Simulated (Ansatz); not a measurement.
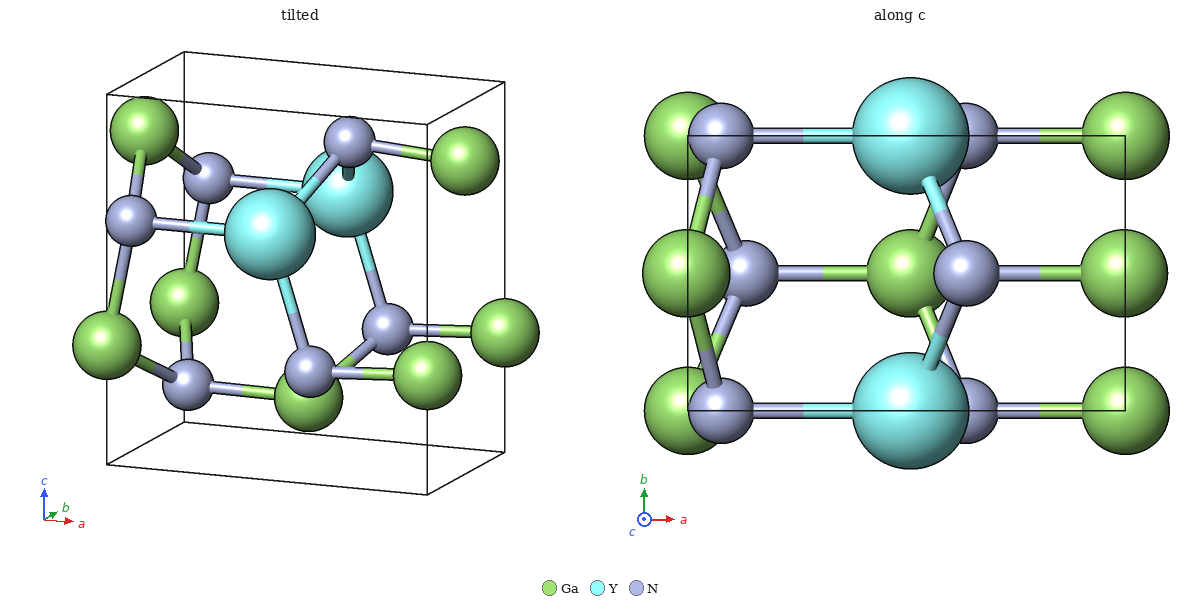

We look at a ball-and-stick model of the crystal slightly off an axis and along the c axis. The box is the conventional unit cell; atoms on or close to its faces, edges and corners are drawn wherever they repeat.

YGa3N4, space group Pm (No. 6), a = 5.304 Å, b = 3.332 Å, c = 5.851 Å, α = 90.00°, β = 90.70°, γ = 90.00°. Origin of the cell: a structure type filled with these elements by a generator (whether the compound takes this form wasn't checked). Earlier steps of the study may have refined or changed the cell and positions. It was the input of a calculation with Ansatz.

This one geometry was computed with Ansatz (DFT, plane waves, PAW) at five levels of theory: PBE, PBE0, r2SCAN, PBE with spin-orbit coupling and HSE06. It was relaxed beforehand with r2SCAN.

Which level gives the highest pressure at this volume, and what does that say about its equilibrium volume?

Highest: PBE (4.3 GPa) and PBE with spin-orbit coupling (4.3 GPa), which points to the largest equilibrium volume. Lowest, with the smallest volume: PBE0 (-0.5 GPa), r2SCAN (0.0 GPa) and HSE06 (-0.4 GPa). Levels within 0.5 GPa of each other can't be told apart.

How does the band gap change with the level of theory?

PBE: a gap of 1.30 eV, indirect; PBE with spin-orbit coupling: a gap of 1.30 eV, indirect; r2SCAN: a gap of 1.67 eV, indirect; HSE06: a gap of 2.52 eV, indirect; PBE0: a gap of 3.22 eV, indirect.

Collect the results in a table.

| level | cutoff (eV) | k-mesh of the run's cell | gap (eV) | pressure (GPa) |
| --- | --- | --- | --- | --- |
| PBE | 420 | 6×8×4 | 1.30 | 4.3 |
| PBE0 | 420 | 4×4×4 | 3.22 | -0.5 |
| r2SCAN | 500 | 6×8×4 | 1.67 | 0.0 |
| PBE with spin-orbit coupling | 420 | 6×8×4 | 1.30 | 4.3 |
| HSE06 | 420 | 4×4×4 | 2.52 | -0.4 |

Gaps are taken on the k-mesh or band path of each run.
